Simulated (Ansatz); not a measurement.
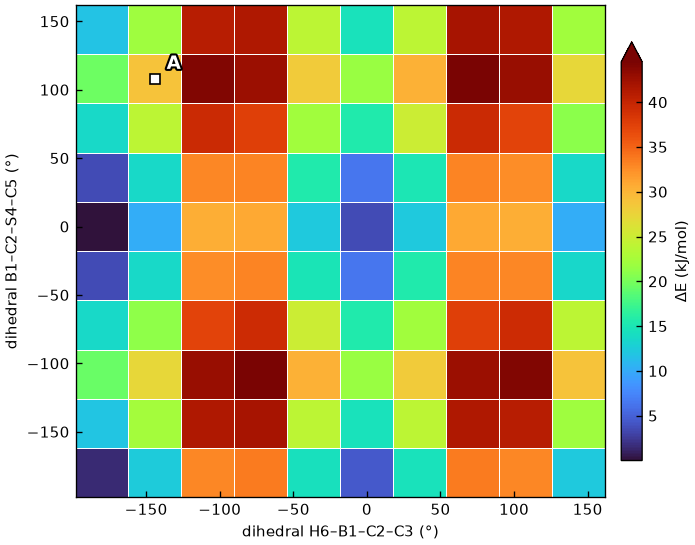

C₃H₇BS, SMILES BC(=C)SC. Coordinates scanned: (1) dihedral H6–B1–C2–C3; (2) dihedral B1–C2–S4–C5. Nothing is relaxed (all other coordinates rigid). The grid has 10 × 10 points. Points are written as (first, second). All energies are given in kJ/mol relative to the relaxed molecule at the same level. Level of theory: Ansatz 0.2.0, RKS PBE0-D4/def2-SVP.

The picture shows one coloured cell a grid point, one colour for all values above the top of the scale, the point A.

### Which way does the force act at A, and how strong is it?

A, at (−144°, 108°), is not a stationary point. The computed force is 0.44 kJ/mol for each degree towards smaller values of dihedral H6–B1–C2–C3 and 0.032 kJ/mol for each degree towards larger values of dihedral B1–C2–S4–C5.
